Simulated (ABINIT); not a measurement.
## Al3Os (Pm-3m): zone-centre phonons

Aim: the zone-centre modes of Al3Os (Pm-3m).

Calculated with ABINIT 10.8.3; DFT PBEsol, scalar-relativistic, plane waves, PseudoDojo stringent norm-conserving pseudopotentials.

The structure was built from a prototype and need not be the compound's stable phase.

## (1) The structure

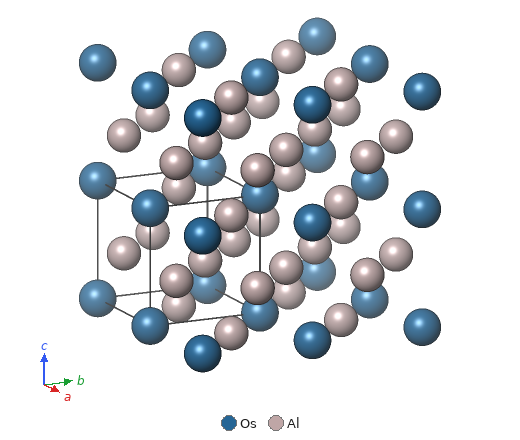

The starting structure, seen from a free direction (osmium blue, aluminium light grey). 2×2×2 cells are drawn. Some periodic images of atoms are drawn too.

## (2) A probe with smearing

A first run with smearing and empty bands tells whether the crystal has a gap, which decides between fixed occupations and smearing later on.

Contents of probe.abi:

```
# ground state
tolvrs 1.0d-08
prtden 1
prtwf 1

# basis, mesh and filling
ecut 33.0
ngkpt 4 4 4
nshiftk 1
shiftk 0.0 0.0 0.0
istwfk *1
occopt 7
tsmear 0.005
nband 20
nstep 100
diemac 9.0
prtebands 0
prtgsr 0
useylm 1

# cell and atoms
acell 3*1.0 Angstrom
rprim 
    3.93770143 0.0 0.0
    0.0 3.93770143 0.0
    0.0 0.0 3.93770143
ntypat 2
znucl 76 13
natom 4
typat 1 2 2 2
xred 
    0.0 0.0 0.0
    0.0 0.5 0.5
    0.5 0.0 0.5
    0.5 0.5 0.0
pp_dirpath "./pseudo"
pseudos "Os.upf, Al.upf"
```

Command:

```
$ OMP_NUM_THREADS=1 mpirun -n 4 abinit probe.abi > probe.log
```

Numbers of over 12 decimals in the logs are rounded to 6 here.

probe.abo, the main output file:

```text
[banners, grids, parts of the stress and lines that vanish by symmetry left out]
- input  file    -> probe.abi
- output file    -> probe.abo
- root for input  files -> probei
[...]
Symmetries : space group Pm -3 m (#221); Bravais cP (primitive cubic)
[...]
mpw =        3771          nfft =       64000          nkpt =          10
[...]
== DATASET  1 ==================================================================
[...]
cutoff_energies: {ecut:  33.0, pawecutdg:  -1.0, }
[...]
ETOT  1  -108.05823234508    -1.081E+02 1.036E-01 1.992E+02
 ETOT  2  -108.02061338672     3.762E-02 9.952E-03 5.913E+02
 ETOT  3  -108.14464955167    -1.240E-01 1.248E-02 1.571E+01
 ETOT  4  -108.14793570142    -3.286E-03 1.003E-03 1.396E-02
 ETOT  5  -108.14793890084    -3.199E-06 1.859E-04 1.686E-04
 ETOT  6  -108.14793892499    -2.415E-08 9.813E-05 1.352E-05
 ETOT  7  -108.14793892696    -1.977E-09 1.156E-04 4.426E-09
 At SCF step    7       vres2   =  4.43E-09 < tolvrs=  1.00E-08 =>converged.
[...]
sigma(1 1)=  3.74830239E-04  sigma(3 2)=  0.00000000E+00
  sigma(2 2)=  3.74830239E-04  sigma(3 1)=  0.00000000E+00
  sigma(3 3)=  3.74830239E-04  sigma(2 1)=  0.00000000E+00
[...]
convergence: {deltae: -1.977E-09, res2:  4.426E-09, residm:  1.156E-04, diffor: null, }
etotal    :  -1.08147939E+02
[...]
sigma(1 1)=  3.74830239E-04  sigma(3 2)=  0.00000000E+00
  sigma(2 2)=  3.74830239E-04  sigma(3 1)=  0.00000000E+00
  sigma(3 3)=  3.74830239E-04  sigma(2 1)=  0.00000000E+00
[...]
- sigma(1 1)=  1.10278864E+01  sigma(3 2)=  0.00000000E+00
- sigma(2 2)=  1.10278864E+01  sigma(3 1)=  0.00000000E+00
- sigma(3 3)=  1.10278864E+01  sigma(2 1)=  0.00000000E+00
[...]
fcart     -0.0000000000E+00 -0.0000000000E+00 -0.0000000000E+00
           strten      3.7483023896E-04  3.7483023896E-04  3.7483023896E-04
================================================================================

[key lines of the parts left out:]
pressure_GPa:  -1.1028E+01
```

The job ended after 6.9 s (4 MPI ranks of Arm Neoverse V2, shared host).

Read from the output:

```
volume per atom   : 15.26 Å³
pressure          : -11.03 GPa
gap on the k-mesh : 0 eV
```

No gap opens on this mesh, so smearing is kept; the printed pressure holds the stress of the finite basis too.

## (3) Rough relaxation

The typed start is rough, so a first relaxation with smearing and loose thresholds takes it towards rest cheaply.

Contents of prerelax.abi:

```
# relaxation
ionmov 2
optcell 2
dilatmx 1.15
chkdilatmx 0
ntime 40
tolmxf 3.0d-04
tolvrs 1.0d-10
prtwf 0
prtden 0
chksymtnons 0

# basis, mesh and filling
ecut 33.0
ecutsm 3.0
ngkpt 4 4 4
nshiftk 1
shiftk 0.0 0.0 0.0
istwfk *1
occopt 7
tsmear 0.005
nband 20
nstep 100
diemac 1000000.0
prtebands 0
prtgsr 0
useylm 1

# cell and atoms
acell 3*1.0 Angstrom
rprim 
    3.93770143 0.0 0.0
    0.0 3.93770143 0.0
    0.0 0.0 3.93770143
ntypat 2
znucl 76 13
natom 4
typat 1 2 2 2
xred 
    0.0 0.0 0.0
    0.0 0.5 0.5
    0.5 0.0 0.5
    0.5 0.5 0.0
pp_dirpath "./pseudo"
pseudos "Os.upf, Al.upf"
```

Command:

```
$ OMP_NUM_THREADS=1 mpirun -n 4 abinit prerelax.abi > prerelax.log
```

prerelax.abo, the main output file:

```text
[banners, grids, parts of the stress and lines that vanish by symmetry left out]
- input  file    -> prerelax.abi
- output file    -> prerelax.abo
- root for input  files -> prerelaxi
[...]
Symmetries : space group Pm -3 m (#221); Bravais cP (primitive cubic)
[...]
mpw =        5702          nfft =      110592          nkpt =          10
[...]
== DATASET  1 ==================================================================
[...]
cutoff_energies: {ecut:  33.0, pawecutdg:  -1.0, }
[...]
ETOT  1  -108.06401111959    -1.081E+02 5.398E-02 2.882E+02
 ETOT  2  -108.08967543849    -2.566E-02 3.846E-03 4.474E+02
 ETOT  3  -108.14413093326    -5.446E-02 7.965E-03 3.108E+01
 ETOT  4  -108.14769590032    -3.565E-03 3.621E-03 2.213E-02
 ETOT  5  -108.14770029253    -4.392E-06 1.303E-03 3.061E-03
[...]
At SCF step    9       vres2   =  2.69E-11 < tolvrs=  1.00E-10 =>converged.
[...]
ETOT  7  -108.15359481799    -3.837E-12 1.484E-05 1.437E-11
 At SCF step    7       vres2   =  1.44E-11 < tolvrs=  1.00E-10 =>converged.
[...]
sigma(1 1)=  1.43282046E-06  sigma(3 2)=  0.00000000E+00
  sigma(2 2)=  1.43282046E-06  sigma(3 1)=  0.00000000E+00
  sigma(3 3)=  1.43282046E-06  sigma(2 1)=  0.00000000E+00
[...]
convergence: {deltae: -3.837E-12, res2:  1.437E-11, residm:  1.484E-05, diffor: null, }
etotal    :  -1.08153595E+02
[...]
At Broyd/MD step   4, gradients are converged :
[...]
sigma(1 1)=  1.43282046E-06  sigma(3 2)=  0.00000000E+00
  sigma(2 2)=  1.43282046E-06  sigma(3 1)=  0.00000000E+00
  sigma(3 3)=  1.43282046E-06  sigma(2 1)=  0.00000000E+00
[...]
- sigma(1 1)=  4.21550334E-02  sigma(3 2)=  0.00000000E+00
- sigma(2 2)=  4.21550334E-02  sigma(3 1)=  0.00000000E+00
- sigma(3 3)=  4.21550334E-02  sigma(2 1)=  0.00000000E+00
[...]
fcart     -0.0000000000E+00 -0.0000000000E+00 -0.0000000000E+00
           strten      1.4328204616E-06  1.4328204616E-06  1.4328204616E-06
================================================================================

[key lines of the parts left out:]
pressure_GPa:  -4.2155E-02
Total energy (etotal) [Ha]= -1.08153594817994E+02
```

The job ended after 38 s (4 MPI ranks).

The steps of the relaxation:

```csv
step,energy less that of the first step (eV),largest force (eV/Å),volume (Å³)
1,0.0000,0.0000,61.06
2,-0.1096,0.0000,59.05
3,-0.1598,0.0000,56.38
4,-0.1604,0.0000,56.64
```

```csv
"conventional cell, symmetrised",before,after,change
a (Å),3.938,3.840,-2.5 %
b (Å),3.938,3.840,-2.5 %
c (Å),3.938,3.840,-2.5 %
volume (Å³/atom),15.26,14.16,-7.2 %
```

Read from the output:

* volume per atom: 14.16 Å³
* pressure: -0.04216 GPa

The volume changes by -7.2 % in this run and stands -7.2 % from the first cell.

## (4) Relaxation

The harmonic expansion needs vanishing forces, and a free crystal bears no stress, so cell and atoms are brought to rest. Stress is more sensitive to the basis than forces are: the last 3 Ha under the cutoff are smoothed with ecutsm, and the cutoff is raised above that of the later runs.

Contents of relax.abi:

```
# relaxation
ionmov 2
optcell 2
dilatmx 1.08
ntime 40
tolmxf 1.0d-05
tolvrs 1.0d-14
prtwf 0
prtden 0
chksymtnons 0

# basis, mesh and filling
ecut 41.0
ecutsm 3.0
ngkpt 8 8 8
nshiftk 1
shiftk 0.0 0.0 0.0
istwfk *1
occopt 3
tsmear 0.01
nband 20
nstep 100
diemac 1000000.0
prtebands 0
prtgsr 0
useylm 1

# cell and atoms
acell 3*1.0 Angstrom
rprim 
    3.840486276 0.0 0.0
    0.0 3.840486276 0.0
    0.0 0.0 3.840486276
ntypat 2
znucl 76 13
natom 4
typat 1 2 2 2
xred 
    0.0 0.0 0.0
    0.0 0.5 0.5
    0.5 0.0 0.5
    0.5 0.5 0.0
pp_dirpath "./pseudo"
pseudos "Os.upf, Al.upf"
```

Command:

```
$ OMP_NUM_THREADS=1 mpirun -n 4 abinit relax.abi > relax.log
```

relax.abo, the main output file:

```text
[banners, grids, parts of the stress and lines that vanish by symmetry left out]
- input  file    -> relax.abi
- output file    -> relax.abo
- root for input  files -> relaxi
[...]
Symmetries : space group Pm -3 m (#221); Bravais cP (primitive cubic)
[...]
mpw =        6088          nfft =      110592          nkpt =          35
[...]
== DATASET  1 ==================================================================
[...]
cutoff_energies: {ecut:  41.0, pawecutdg:  -1.0, }
[...]
ETOT  1  -108.07914391772    -1.081E+02 8.390E-02 2.574E+02
 ETOT  2  -108.10690771517    -2.776E-02 1.716E-02 4.390E+02
 ETOT  3  -108.15682711591    -4.992E-02 6.598E-03 3.365E+01
 ETOT  4  -108.16064233848    -3.815E-03 2.168E-03 9.729E-03
 ETOT  5  -108.16064381195    -1.473E-06 1.611E-03 1.801E-03
[...]
At SCF step   10       vres2   =  2.51E-16 < tolvrs=  1.00E-14 =>converged.
[...]
sigma(1 1)= -3.30843832E-05  sigma(3 2)=  0.00000000E+00
  sigma(2 2)= -3.30843832E-05  sigma(3 1)=  0.00000000E+00
  sigma(3 3)= -3.30843832E-05  sigma(2 1)=  0.00000000E+00
[...]
convergence: {deltae:  9.663E-13, res2:  2.507E-16, residm:  1.403E-03, diffor: null, }
etotal    :  -1.08160644E+02
[...]
ETOT  1  -108.15779720857    -1.082E+02 1.398E-03 2.569E+01
[...]
At SCF step   10       vres2   =  1.53E-16 < tolvrs=  1.00E-14 =>converged.
[...]
sigma(1 1)= -1.60408279E-05  sigma(3 2)=  0.00000000E+00
  sigma(2 2)= -1.60408279E-05  sigma(3 1)=  0.00000000E+00
  sigma(3 3)= -1.60408279E-05  sigma(2 1)=  0.00000000E+00
[...]
convergence: {deltae: -1.663E-12, res2:  1.533E-16, residm:  1.802E-05, diffor: null, }
etotal    :  -1.08160672E+02
[...]
ETOT  1  -108.15809372581    -1.082E+02 1.546E-05 2.308E+01
[...]
At SCF step   10       vres2   =  1.13E-16 < tolvrs=  1.00E-14 =>converged.
[...]
sigma(1 1)= -1.19161327E-07  sigma(3 2)=  0.00000000E+00
  sigma(2 2)= -1.19161327E-07  sigma(3 1)=  0.00000000E+00
  sigma(3 3)= -1.19161327E-07  sigma(2 1)=  0.00000000E+00
[...]
convergence: {deltae: -9.578E-12, res2:  1.128E-16, residm:  7.958E-06, diffor: null, }
etotal    :  -1.08160681E+02
[...]
ETOT  1  -108.16068052488    -1.082E+02 6.874E-06 1.277E-03
[...]
ETOT  5  -108.16068066790    -6.040E-12 2.731E-06 3.210E-12
 ETOT  6  -108.16068066791    -4.846E-12 4.183E-06 9.976E-15
 At SCF step    6       vres2   =  9.98E-15 < tolvrs=  1.00E-14 =>converged.
[...]
sigma(1 1)= -4.35865558E-10  sigma(3 2)=  0.00000000E+00
  sigma(2 2)= -4.35865555E-10  sigma(3 1)=  0.00000000E+00
  sigma(3 3)= -4.35865555E-10  sigma(2 1)=  0.00000000E+00
[...]
convergence: {deltae: -4.846E-12, res2:  9.976E-15, residm:  4.183E-06, diffor: null, }
etotal    :  -1.08160681E+02
[...]
At Broyd/MD step   4, gradients are converged :
[...]
sigma(1 1)= -4.35865558E-10  sigma(3 2)=  0.00000000E+00
  sigma(2 2)= -4.35865555E-10  sigma(3 1)=  0.00000000E+00
  sigma(3 3)= -4.35865555E-10  sigma(2 1)=  0.00000000E+00
[...]
- sigma(1 1)= -1.28236075E-05  sigma(3 2)=  0.00000000E+00
- sigma(2 2)= -1.28236074E-05  sigma(3 1)=  0.00000000E+00
- sigma(3 3)= -1.28236074E-05  sigma(2 1)=  0.00000000E+00
[...]
fcart     -0.0000000000E+00 -0.0000000000E+00 -0.0000000000E+00
           strten     -4.3586555806E-10 -4.3586555545E-10 -4.3586555545E-10
================================================================================

[key lines of the parts left out:]
pressure_GPa:   1.2824E-05
Total energy (etotal) [Ha]= -1.08160680667910E+02
```

Wall time 1.8 min (4 MPI ranks); 7.2 min of CPU time.

Relaxation path:

```
step  energy less that of the first step (eV)  largest force (eV/Å)  volume (Å³)
   1                                   0.0000                0.0000        56.64
   2                                  -0.0008                0.0000        56.81
   3                                  -0.0010                0.0000        56.97
   4                                  -0.0010                0.0000        56.97
```

| conventional cell, symmetrised | before | after | change |
| --- | --- | --- | --- |
| a (Å) | 3.840 | 3.848 | +0.2 % |
| b (Å) | 3.840 | 3.848 | +0.2 % |
| c (Å) | 3.840 | 3.848 | +0.2 % |
| volume (Å³/atom) | 14.16 | 14.24 | +0.6 % |

Numbers from this step:

- volume per atom: 14.24 Å³
- pressure: 1.28e-5 GPa

The volume changes by +0.6 % in this run and stands -6.7 % from the first cell.

## (5) Ground state

First-order wavefunctions inherit every error of the ground state, hence the very tight tolvrs. Smearing stays on, as the first look found no gap above 0.3 eV.

Contents of gs.abi:

```
# ground state
tolvrs 1.0d-16
prtden 1
prtwf 1

# basis, mesh and filling
ecut 33.0
ngkpt 8 8 8
nshiftk 1
shiftk 0.0 0.0 0.0
istwfk *1
occopt 3
tsmear 0.01
nband 20
nstep 100
diemac 1000000.0
prtebands 0
prtgsr 0
useylm 1

# cell and atoms
acell 3*1.0 Angstrom
rprim 
    3.847933523 0.0 0.0
    0.0 3.847933523 0.0
    0.0 0.0 3.847933523
ntypat 2
znucl 76 13
natom 4
typat 1 2 2 2
xred 
    0.0 0.0 0.0
    0.0 0.5 0.5
    0.5 0.0 0.5
    0.5 0.5 0.0
pp_dirpath "./pseudo"
pseudos "Os.upf, Al.upf"
```

Command:

```
$ OMP_NUM_THREADS=1 mpirun -n 4 abinit gs.abi > gs.log
```

gs.abo, the main output file:

```text
[banners, grids, parts of the stress and lines that vanish by symmetry left out]
- input  file    -> gs.abi
- output file    -> gs.abo
- root for input  files -> gsi
[...]
Symmetries : space group Pm -3 m (#221); Bravais cP (primitive cubic)
[...]
mpw =        3514          nfft =       64000          nkpt =          35
[...]
== DATASET  1 ==================================================================
[...]
cutoff_energies: {ecut:  33.0, pawecutdg:  -1.0, }
[...]
ETOT  1  -108.07892239548    -1.081E+02 9.371E-02 1.529E+02
 ETOT  2  -108.10317799061    -2.426E-02 2.323E-02 2.702E+02
 ETOT  3  -108.15671035085    -5.353E-02 1.014E-02 1.942E+01
 ETOT  4  -108.16052270447    -3.812E-03 2.433E-03 5.120E-03
 ETOT  5  -108.16052397849    -1.274E-06 1.208E-03 1.141E-03
[...]
ETOT 10  -108.16052417637    -5.869E-12 5.215E-05 7.106E-16
 ETOT 11  -108.16052417636     5.272E-12 3.895E-05 9.939E-18
 At SCF step   11       vres2   =  9.94E-18 < tolvrs=  1.00E-16 =>converged.
[...]
sigma(1 1)=  5.58486113E-06  sigma(3 2)=  0.00000000E+00
  sigma(2 2)=  5.58486113E-06  sigma(3 1)=  0.00000000E+00
  sigma(3 3)=  5.58486113E-06  sigma(2 1)=  0.00000000E+00
[...]
convergence: {deltae:  5.272E-12, res2:  9.939E-18, residm:  3.895E-05, diffor: null, }
etotal    :  -1.08160524E+02
[...]
sigma(1 1)=  5.58486113E-06  sigma(3 2)=  0.00000000E+00
  sigma(2 2)=  5.58486113E-06  sigma(3 1)=  0.00000000E+00
  sigma(3 3)=  5.58486113E-06  sigma(2 1)=  0.00000000E+00
[...]
- sigma(1 1)=  1.64312287E-01  sigma(3 2)=  0.00000000E+00
- sigma(2 2)=  1.64312287E-01  sigma(3 1)=  0.00000000E+00
- sigma(3 3)=  1.64312287E-01  sigma(2 1)=  0.00000000E+00
[...]
fcart     -0.0000000000E+00 -0.0000000000E+00 -0.0000000000E+00
           strten      5.5848611273E-06  5.5848611273E-06  5.5848611273E-06
================================================================================

[key lines of the parts left out:]
pressure_GPa:  -1.6431E-01
```

Wall time 22 s (4 MPI ranks).

Numbers from this step:

| Item | Value |
| --- | --- |
| pressure | -0.1643 GPa |

The cell stands at -0.16 GPa: the relaxation ran with a smoothed and higher cutoff, and the difference is a stress of the finite basis.

(Continued in part 2 of 3.)

[Host names and launcher messages were left out of these logs when they were recorded.]

[Logs are printed without paths, hosts, clocks, repeated set-up lines and the standing remarks that a program may print on its own settings, such as how far it seeks lower states.]

[Hosts, paths, dates, database ids (printed as entryN), source tags and the programs' standing remarks are cut or masked in the printed files.]
